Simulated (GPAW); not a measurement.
# Near-edge structure at the Mn K edge of MnO2 (Fd-3m), part 2 of 2

What does one-electron theory with a core hole give for the Mn K edge of MnO2 (Fd-3m)?

GPAW 26.7.0; X-ray absorption from dipole matrix elements to empty bands, plane-wave PAW LDA+U.

So far. Step 2 (Ground state of the crystal): The mesh shows a gap of 2.29 eV, so the hole is first treated in a charged cell, without the excited electron.

### Step 4. Spectrum with FCH, Mn atom 1

The holes are 5.7 Å apart. In GPAW the data set carries the hole's charge, so charge=0 means a charged cell and charge=-1 a neutral one. The excited electron is left out and a uniform background balances the charge. After the field has converged, empty bands are computed with the density fixed and the dipole matrix elements are summed.

The absorber has 6 O at 1.90 Å (distorted octahedral, site symmetry -3m).

File xas.py:

```python
import numpy as np
from ase import Atoms
from ase.parallel import parprint, paropen
from gpaw import GPAW, PW, FermiDirac, Mixer, MixerDif, setup_paths
from gpaw.test import gen
setup_paths.insert(0, '.')
gen('Mn', name='fch1s', xcname='LDA', corehole=(1, 0, 1), write_xml=True)
from gpaw.mpi import world
world.barrier()

atoms = Atoms('Mn4O8',
    cell=[[0, 4.01999251, 4.01999251],
     [4.01999251, 0, 4.01999251],
     [4.01999251, 4.01999251, 0]],
    scaled_positions=[[0.125, 0.125, 0.125],
     [0.125, 0.125, 0.625],
     [0.625, 0.125, 0.125],
     [0.125, 0.625, 0.125],
     [0.36095376, 0.36095376, 0.36095376],
     [0.36095376, 0.36095376, 0.91713871],
     [0.91713871, 0.36095376, 0.36095376],
     [0.36095376, 0.91713871, 0.36095376],
     [0.88904624, 0.88904624, 0.33286129],
     [0.88904624, 0.88904624, 0.88904624],
     [0.88904624, 0.33286129, 0.88904624],
     [0.33286129, 0.88904624, 0.88904624]],
    magmoms=[4.0, -4.0, 4.0, -4.0, 0.0, 0.0, 0.0, 0.0, 0.0, 0.0, 0.0, 0.0],
    pbc=True)
atoms.calc = calc = GPAW(legacy_gpaw=True, mode=PW(500, force_complex_dtype=True), xc='LDA', setups={'Mn': ':d,5', 0: 'fch1s:d,5'},
    kpts={'size': (3, 3, 3), 'gamma': True}, occupations=FermiDirac(0.02),
    charge=0, mixer=MixerDif(0.05, 8, 50), maxiter=150,
    convergence={'density': 0.0001, 'eigenstates': 1e-6}, txt='scf.txt')
energy = atoms.get_potential_energy() + calc.get_reference_energy()
ef = calc.get_fermi_level()
out = dict(energy=energy, fermi=ef, forces=atoms.get_forces().tolist(), magmoms=atoms.get_magnetic_moments().tolist())
parprint(f'all-electron energy {energy:.4f} eV, Fermi level {ef:.4f} eV')
ev = np.array([[calc.get_eigenvalues(k, s) for k in range(len(calc.get_ibz_k_points()))] for s in range(calc.get_number_of_spins())])
out['homo'], out['lumo'], out['counts'] = ev[ev < ef].max(), ev[ev > ef].min(), sorted(set((ev < ef).sum((0, 2)).tolist()))
out['filled'] = (ev[:, 0] < ef).sum(1).tolist()

from ase.units import Ha
from gpaw.xas import dipole_matrix_elements
nb = int(calc.get_number_of_electrons() / 2) + 100
top, nb = nb, nb + 8 + nb // 12
nscf = calc.fixed_density(kpts={'size': (4, 4, 4), 'gamma': True}, nbands=nb,
    convergence={'bands': top, 'eigenstates': 5e-3}, maxiter=60, txt='nscf.txt')
cell = atoms.cell.array
ops = [cell.T @ U.T @ np.linalg.inv(cell.T) for U in nscf.wfs.kd.symmetry.op_scc]
filled = [54, 54]  # bands filled in the ground state, by spin
E = np.arange(-6, 34, 0.1)
fwhm = np.interp(E, [4, 25], [1.16, 3.5])
Y, X, zero, highest = 0, 0, 1e9, 1e9
for spin in range(nscf.get_number_of_spins()):
    wfs = nscf.wfs
    mine = wfs.bd.get_slice()  # this rank's bands
    A = dipole_matrix_elements(wfs.setups[0])
    eps = np.zeros((wfs.kd.nibzkpts, nb))
    d = np.zeros((3, A.shape[1], wfs.kd.nibzkpts, nb), complex)
    for kpt in wfs.kpt_u:
        if kpt.s == spin and 0 in kpt.P_ani:
            eps[kpt.k, mine] = kpt.eps_n * Ha
            d[:, :, kpt.k, mine] = (kpt.weight * wfs.nspins / 2) ** 0.5 * np.inner(A, kpt.P_ani[0])
    world.sum(eps)
    world.sum(d)
    T = np.einsum('amkn,bmkn->abkn', d, d.conj()).real
    T = sum(np.einsum('ai,ijkn,bj->abkn', R, T, R) for R in ops) / len(ops)
    empty = np.ones_like(eps, bool) & (np.arange(nb) >= filled[spin])
    zero, highest = min(zero, eps[empty].min()), min(highest, eps[:, top - 1].min())
    lines = [(eps, T, empty)] if spin == 0 else lines + [(eps, T, empty)]
for eps, T, empty in lines:
    f = np.einsum('aakn->akn', T).reshape(3, -1)
    x = eps.ravel() - zero
    w = np.interp(x, E, fwhm) / 2.35482
    g = np.exp(-0.5 * ((E[:, None] - x) / w) ** 2) / (w * (2 * np.pi) ** 0.5)
    Y = Y + (f * empty.ravel()) @ g.T
    X = X + (f * ~empty.ravel()) @ g.T
out.update(E=E.round(2).tolist(), xas=Y.tolist(), xes=X.tolist(), zero=zero, valid=highest - zero, nk=len(eps), nb=nb)
for i in range(0, len(E), 10):
    parprint(f'{E[i]:7.2f}', *(f'{v:10.3e}' for v in Y[:, i]))
import json
with paropen('out.json', 'w') as f:
    json.dump(out, f)
```

Command:

```bash
$ OMP_NUM_THREADS=1 mpirun -n 4 gpaw python xas.py
```

Numbers of over 12 decimals in the logs are rounded to 6 here.

Output:

```text
Input parameters:
  convergence: {density: 0.0001,
                eigenstates: 1e-06}
  kpts: {gamma: True,
         size: (3, 3, 3)}
  maxiter: 150
  mixer: {backend: pulay,
          beta: 0.05,
          method: difference,
          nmaxold: 8,
          weight: 50}
  mode: {ecut: 500.0,
         force_complex_dtype: True,
         name: pw}
  occupations: {fixmagmom: False,
                name: fermi-dirac,
                width: 0.02}
  setups: {0: fch1s:d,5,
           Mn: :d,5}

Initialize ...

[... PAW data sets ...]

Reference energy: -135486.576491  # eV

Spin-polarized calculation.
Initial magnetic moment: 0.000000

[... convergence settings ...]
Symmetries present (total): 2
  [... symmetry matrices ...]

27 k-points: 3 x 3 x 3 Monkhorst-Pack grid
10 k-points in the irreducible part of the Brillouin zone
       k-points in crystal coordinates                weights
   0:     0.00000000    0.00000000    0.00000000          1/27
   1:     0.00000000    0.33333333   -0.33333333          2/27
   2:     0.00000000    0.33333333    0.00000000          4/27
   3:     0.00000000    0.33333333    0.33333333          2/27
   4:     0.33333333   -0.33333333   -0.33333333          2/27
   5:     0.33333333    0.00000000   -0.33333333          4/27
   6:     0.33333333    0.00000000    0.00000000          2/27
   7:     0.33333333    0.33333333   -0.33333333          4/27
   8:     0.33333333    0.33333333    0.00000000          4/27
   9:     0.33333333    0.33333333    0.33333333          2/27

Wave functions: Plane wave expansion
  Cutoff energy: 500.000 eV
  Number of coefficients (min, max): 3287, 3305
  Pulay-stress correction: 0.000000 eV/Ang^3 (de/decut=0.000000)
  Using FFTW library
  Wavefunction extrapolation:
    Improved wavefunction reuse through dual PAW basis

Occupation numbers: Fermi-Dirac:
  width: 0.0200  # eV

Eigensolver
   Davidson(niter=2)

Densities:
  Coarse grid: 30*30*30 grid
  Fine grid: 60*60*60 grid
  Total Charge: 1.000000

Density mixing:
  Method: difference
  Backend: pulay
  Linear mixing parameter: 0.05
  old densities: 8
  Width of damping distribution: 1.1
  Damping of long wavelength oscillations: 50

[... Hamiltonian set-up ...]
Number of atoms: 12
Number of atomic orbitals: 84
Number of bands in calculation: 69
Number of valence electrons: 108
Bands to converge: occupied

... initialized

Initializing position-dependent things.

Density initialized from atomic densities
Creating initial wave functions:
  69 bands from LCAO basis set

                          O
                   O
                    O
              O
                  O      O

                    O
        Mn   O
            Mn
             Mn
       Mn

Atomic positions and initial magnetic moments

Positions:
   0 Mn     1.004998    1.004998    1.004998    ( 0.0000,  0.0000,  4.0000)
   1 Mn     3.014994    3.014994    1.004998    ( 0.0000,  0.0000, -4.0000)
   2 Mn     1.004998    3.014994    3.014994    ( 0.0000,  0.0000,  4.0000)
   3 Mn     3.014994    1.004998    3.014994    ( 0.0000,  0.0000, -4.0000)
   4 O      2.902063    2.902063    2.902063    ( 0.0000,  0.0000,  0.0000)
   5 O      5.137922    5.137922    2.902063    ( 0.0000,  0.0000,  0.0000)
   6 O      2.902063    5.137922    5.137922    ( 0.0000,  0.0000,  0.0000)
   7 O      5.137922    2.902063    5.137922    ( 0.0000,  0.0000,  0.0000)
   8 O      4.912059    4.912059    7.147918    ( 0.0000,  0.0000,  0.0000)
   9 O      7.147918    7.147918    7.147918    ( 0.0000,  0.0000,  0.0000)
  10 O      4.912059    7.147918    4.912059    ( 0.0000,  0.0000,  0.0000)
  11 O      7.147918    4.912059    4.912059    ( 0.0000,  0.0000,  0.0000)

Unit cell:
           periodic     x           y           z      points  spacing
  1. axis:    yes    0.000000    4.019993    4.019993    30     0.1547
[...]
Total magnetic moment: (0.000000, 0.000000, 0.000002)
Local magnetic moments:
   0 Mn ( 0.000000,  0.000000,  3.212644)
   1 Mn ( 0.000000,  0.000000, -3.108151)
   2 Mn ( 0.000000,  0.000000,  3.106826)
   3 Mn ( 0.000000,  0.000000, -3.108151)
   4 O  ( 0.000000,  0.000000,  0.034871)
   5 O  ( 0.000000,  0.000000, -0.036987)
   6 O  ( 0.000000,  0.000000,  0.034641)
   7 O  ( 0.000000,  0.000000, -0.036987)
   8 O  ( 0.000000,  0.000000, -0.036987)
   9 O  ( 0.000000,  0.000000,  0.034871)
  10 O  ( 0.000000,  0.000000, -0.036987)
  11 O  ( 0.000000,  0.000000,  0.034641)

Energy contributions relative to reference atoms: (reference = -135486.576491)

Kinetic:        +66.482080
Potential:      -86.401595
External:        +0.000000
XC:            -116.616609
Entropy (-ST):   -0.000000
Local:           +0.068468
SIC:             +0.000000
--------------------------
Free energy:   -136.467655
Extrapolated:  -136.467655

Spin contamination: 8.122236 electrons
Showing only first 2 kpts
                      Up                     Down
 Kpt  Band  Eigenvalues  Occupancy  Eigenvalues  Occupancy
  0    52      2.41446    1.00000      2.40023    1.00000
  0    53      2.58677    1.00000      2.65135    0.99999
  0    54      3.64927    0.00000      4.19394    0.00000
  0    55      4.05049    0.00000      4.26355    0.00000

  1    52      2.30269    1.00000      2.00667    1.00000
  1    53      2.52814    1.00000      2.43554    1.00000
  1    54      3.51238    0.00000      4.55544    0.00000
  1    55      3.78508    0.00000      4.71472    0.00000

Fermi level: 2.88248

Gap: 0.477 eV
Transition (v -> c):
  (s=1, k=0, n=53, [0.00, 0.00, 0.00]) -> (s=0, k=8, n=54, [0.33, 0.33, 0.00])
Direct/indirect transitions are different
Direct gap: 0.602 eV
Transition at: (s=1->0, k=8, n=53, [0.33, 0.33, 0.00])

Forces in eV/Ang:
  0 Mn    0.00000    0.00000    0.00000
  1 Mn    0.00000    0.00000    0.00000
  2 Mn    0.00000    0.00000    0.00000
  3 Mn    0.00000    0.00000    0.00000
  4 O    -0.06930   -0.10755   -0.10755
  5 O    -0.22097   -0.12924   -0.54725
  6 O    -0.53399   -0.12925   -0.12925
  7 O    -0.22097   -0.54725   -0.12924
  8 O     0.22102    0.12929    0.54742
  9 O     0.06939    0.10763    0.10763
 10 O     0.22102    0.54742    0.12929
 11 O     0.53416    0.12930    0.12930
Scalar-relativistic atomic LDA calculation for Mn (Manganese, Z=25)
Core hole in 1s state (1s occupation: 1.0)
600 radial gridpoints.
|------------------------------------------------|
|------------------------------------------------|
[... the atom generator's iteration count ...]

Energy contributions:
-------------------------
Kinetic:     +922.704224
XC:           -42.900924
Potential:  -1794.747360
-------------------------
Total:       -914.944061

state      eigenvalue         ekin         rmax
-----------------------------------------------
1s^1.0 :  -246.461378   313.066191        0.040
2s^2.0 :   -29.879301    59.015817        0.227
2p^6.0 :   -26.182959    58.698463        0.181
3s^2.0 :    -3.886191    13.056344        0.709
3p^6.0 :    -2.747976    11.710254        0.711
3d^5.0 :    -0.817995     7.936047        0.690
4s^2.0 :    -0.517955     1.680586        2.209
4p^0.0 :    -0.321151     1.146628        2.641
-----------------------------------------------
(units: Bohr and Hartree)

Generating PAW setup
Kinetic energy of the core from tauc = 788.605039
Cutoffs:
rc(s)=2.410
rc(p)=2.420
rc(d)=2.150
rc(vbar)=2.350
rc(comp)=2.290
rc(nct)=2.420

Kinetic energy of the core states: 783.288602
Charge: 1.0
Core electrons: 9.0
Valence electrons: 15.0
Pseudo-core charge: 0.000000
Shape function alpha=1.907
Pseudo-electron charge 3.904841
state    eigenvalue         norm
--------------------------------
3s(2) :    -3.886191     0.080538
4s(2) :    -0.517955     1.109926
3p(6) :    -2.747976     0.061417
4p(0) :    -0.321151     1.012683
3d(5) :    -0.817995     0.231082
*d    :     0.182005
--------------------------------

Diagonalizing with gridspacing h=0.050

state   all-electron     PAW
-------------------------------
3s:      -3.886191    -3.886504
3p:      -2.747976    -2.748756
3d:      -0.817995    -0.819363
*f:                   -0.022208
-------------------------------
all-electron energy -135623.0441 eV, Fermi level 2.8825 eV
  -6.00  4.913e-45  1.466e-45  1.466e-45
  -5.00  1.264e-34  4.173e-35  4.173e-35
  -4.00  5.464e-26  2.030e-26  2.030e-26
  -3.00  4.071e-19  1.731e-19  1.731e-19
  -2.00  5.466e-14  2.688e-14  2.688e-14
  -1.00  1.418e-10  8.051e-11  8.051e-11
  -0.00  7.950e-09  5.250e-09  5.250e-09
[...]
31.00  4.015e-07  4.009e-07  4.009e-07
  32.00  4.354e-07  4.352e-07  4.352e-07
  33.00  5.088e-07  5.090e-07  5.090e-07
[key lines of the parts left out:]
Converged after 23 iterations.
Dipole moment: (-2.667144, -2.663717, -2.663717) |e|*Ang
```

It took 2 min on 4 MPI ranks of Intel Xeon Platinum 8488C (Sapphire Rapids), shared host; peak memory 0.6 GiB.

The Mn K spectrum, Mn atom 1, full core hole (charged cell) (energy from the lowest empty level; intensity scaled to a mean of 1 over the first 20 eV):

| E (eV) | intensity |
| --- | --- |
| -2.0 | 0.00 |
| -0.5 | 0.00 |
| 1.0 | 0.03 |
| 2.5 | 0.08 |
| 4.0 | 0.13 |
| 5.5 | 0.06 |
| 7.0 | 0.00 |
| 8.5 | 0.04 |
| 10.0 | 0.38 |
| 11.5 | 1.24 |
| 13.0 | 1.46 |
| 14.5 | 2.02 |
| 16.0 | 2.34 |
| 17.5 | 2.22 |
| 19.0 | 2.71 |
| 20.5 | 4.41 |
| 22.0 | 4.40 |
| 23.5 | 2.37 |
| 25.0 | 1.23 |
| 26.5 | 1.04 |
| 28.0 | 1.11 |
| 29.5 | 1.13 |
| 31.0 | 1.12 |

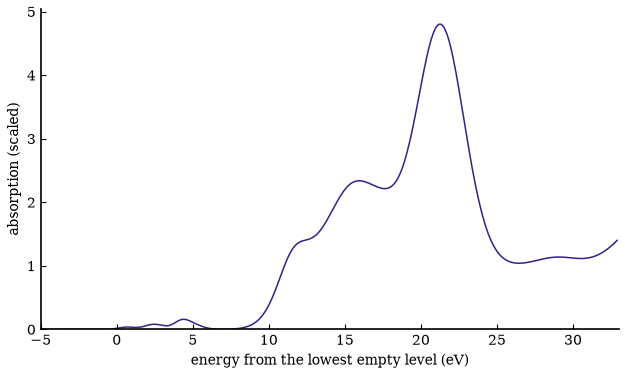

The Mn K edge, Mn atom 1, full core hole (charged cell): main maxima at 15.9 and 21.3 eV.

Main maxima below 30 eV (height): 15.9 eV (2.34) and 21.3 eV (4.80). A K edge sees empty p states. The first eV above the zero hold little dipole weight, as the lowest empty bands are of d character; the main edge, of 4p character, rises through 0.6 near 10 eV above the zero.

The hole costs E(hole) − E(ground) = 6516.98 eV, and the lowest empty level of the hole cell on the spectrum's mesh lies at 2.84 eV, which puts the zero at 6519.82 eV. The tabulated edge of the element is 6539 eV. The functional and the charged cell's background leave an error in such absolute values: in the free atom LDA prices this hole 15.4 eV below PBE (computed apart), and PBE is itself good to a few eV.

### Step 5. Spectrum with HCH, Mn atom 1

The holes are 5.7 Å apart. The data set carries half a charge, which charge=0 leaves uncompensated but for the background. Half a hole is Slater's transition state, a compromise that weakens the attraction. After the field has converged, empty bands are computed with the density fixed and the dipole matrix elements are summed.

Changed against the first core-hole run: core hole from full to half.

Changes to xas.py since step 4:

```diff
@@ -6,3 +6,3 @@
 setup_paths.insert(0, '.')
-gen('Mn', name='fch1s', xcname='LDA', corehole=(1, 0, 1), write_xml=True)
+gen('Mn', name='hch1s', xcname='LDA', corehole=(1, 0, 0.5), write_xml=True)
 from gpaw.mpi import world
@@ -28,3 +28,3 @@
     pbc=True)
-atoms.calc = calc = GPAW(legacy_gpaw=True, mode=PW(500, force_complex_dtype=True), xc='LDA', setups={'Mn': ':d,5', 0: 'fch1s:d,5'},
+atoms.calc = calc = GPAW(legacy_gpaw=True, mode=PW(500, force_complex_dtype=True), xc='LDA', setups={'Mn': ':d,5', 0: 'hch1s:d,5'},
     kpts={'size': (3, 3, 3), 'gamma': True}, occupations=FermiDirac(0.02),
```

Output:

```text
Input parameters:
  convergence: {density: 0.0001,
                eigenstates: 1e-06}
  kpts: {gamma: True,
         size: (3, 3, 3)}
  maxiter: 150
  mixer: {backend: pulay,
          beta: 0.05,
          method: difference,
          nmaxold: 8,
          weight: 50}
  mode: {ecut: 500.0,
         force_complex_dtype: True,
         name: pw}
  occupations: {fixmagmom: False,
                name: fermi-dirac,
[...]
3s:      -3.490743    -3.491062
3p:      -2.352551    -2.353398
3d:      -0.514592    -0.515941
*f:                    0.026534
-------------------------------
all-electron energy -138908.6374 eV, Fermi level 3.4391 eV
  -6.00  1.725e-44  3.603e-45  3.603e-45
  -5.00  3.456e-34  8.321e-35  8.321e-35
  -4.00  1.169e-25  3.356e-26  3.356e-26
  -3.00  6.890e-19  2.430e-19  2.430e-19
[...]
32.00  5.036e-07  5.037e-07  5.037e-07
  33.00  6.083e-07  6.086e-07  6.086e-07
[key lines of the parts left out:]
Converged after 16 iterations.
Dipole moment: (-2.779005, -2.776476, -2.776476) |e|*Ang
Free energy:   -105.981471
Fermi level: 3.43908
```

Run time: 1.9 min. Hardware: 4 MPI ranks; peak memory 0.6 GiB.

| E (eV) | first run | this run |
| --- | --- | --- |
| -2.0 | 0.00 | 0.00 |
| -1.0 | 0.00 | 0.00 |
| 0.0 | 0.02 | 0.02 |
| 1.0 | 0.03 | 0.06 |
| 2.0 | 0.06 | 0.06 |
| 3.0 | 0.06 | 0.10 |
| 4.0 | 0.13 | 0.14 |
| 5.0 | 0.11 | 0.03 |
| 6.0 | 0.02 | 0.00 |
| 7.0 | 0.00 | 0.01 |
| 8.0 | 0.01 | 0.05 |
| 9.0 | 0.09 | 0.25 |
| 10.0 | 0.38 | 0.73 |
| 11.0 | 0.99 | 1.14 |
| 12.0 | 1.37 | 1.18 |
| 13.0 | 1.46 | 1.40 |
| 14.0 | 1.80 | 1.80 |
| 15.0 | 2.20 | 2.02 |
| 16.0 | 2.34 | 1.99 |
| 17.0 | 2.25 | 1.92 |
| 18.0 | 2.24 | 2.12 |
| 19.0 | 2.71 | 3.03 |
| 20.0 | 3.84 | 4.29 |
| 21.0 | 4.76 | 4.63 |
| 22.0 | 4.40 | 3.59 |
| 23.0 | 3.05 | 2.21 |
| 24.0 | 1.83 | 1.38 |
| 25.0 | 1.23 | 1.09 |
| 26.0 | 1.05 | 1.05 |
| 27.0 | 1.05 | 1.09 |
| 28.0 | 1.11 | 1.13 |
| 29.0 | 1.14 | 1.11 |
| 30.0 | 1.12 | 1.09 |
| 31.0 | 1.12 | 1.14 |
| 32.0 | 1.22 | 1.32 |

The scaled spectrum changes by 15 % r.m.s. A shift of -0.4 eV leaves 8 %. The highest intensity below 24 eV goes from 21.3 eV (4.80) to 20.7 eV (4.69).

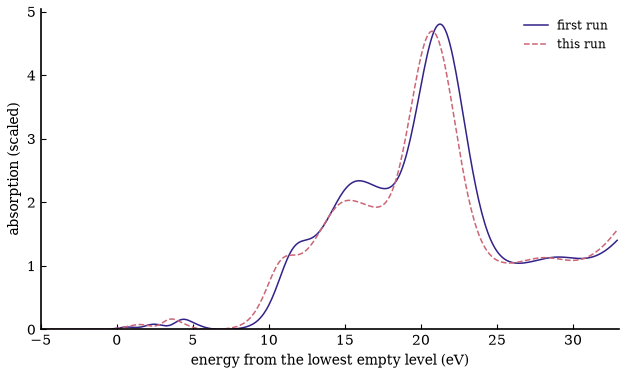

The effect of the change (core hole from full to half).

### Step 6. Outcome

```yaml
absorber_and_edge: Mn K, atom 1 of the ground-state input (counted from 1)
surroundings: 6 O at 1.90 Å (distorted octahedral, site symmetry -3m)
highest_intensity_below_24_ev: 21.3 eV above the zero, height 4.80
photon_energy_of_the_zero_spin_polarised_hole_raw: 6519.8 eV (LDA puts this hole about 15 eV below PBE, itself good to a few eV)
```

What this shows: The Mn K edge of atom 1, with 6 O at 1.90 Å (distorted octahedral, site symmetry -3m), has its highest intensity of the first 24 eV at 21.3 eV above the zero, near 6541 eV in photon energy (LDA puts this hole about 15 eV below PBE, itself good to a few eV), 4.8 times the mean level of the first 20 eV (Gaussian full width 1.16 eV up to 4 eV, rising linearly to 3.5 eV at 25 eV). Changing the core hole from full to half alters the shape by 15 % r.m.s., a modest effect on the whole. The hole lies in one spin channel, while the script sums the empty states of both and takes the lower zero; where the two channels are split, this blurs and shifts the curve. Quadrupole 1s→3d transitions, which feed the pre-edge, are not in the dipole spectrum. The spins start antiferromagnetically in a simple order, which needn't be the measured one; gap and edge can depend on it. The holes are only 5.7 Å apart, so the shape is probably not converged with cell size; no larger cell was run here. The mesh is coarse (0.34 Å⁻¹ between points), so small maxima may be mesh ripples. Lifetime broadening is put in by hand, and intensities beyond about 20 eV depend on it and on the partial waves. The structure is a computed Materials Project entry and may be a hypothetical form.

[Banner, clock and machine lines of the logs are left out without a mark of their own.]

[Logs are printed without paths, hosts, clocks, repeated set-up lines and the standing remarks that a program may print on its own settings, such as how far it seeks lower states.]

[Hosts, paths, dates, database ids (printed as entryN), source tags and the programs' standing remarks are cut or masked in the printed files.]

[Lists of maxima count a maximum above −3 eV only where it reaches 4 % of the highest in the window and stands out from its surroundings by 2 % of it (1.5 % where it reaches 55 %); shoulders and weaker maxima are passed over, and of the rest the first, up to two pre-edge ones and the few strongest are named.]
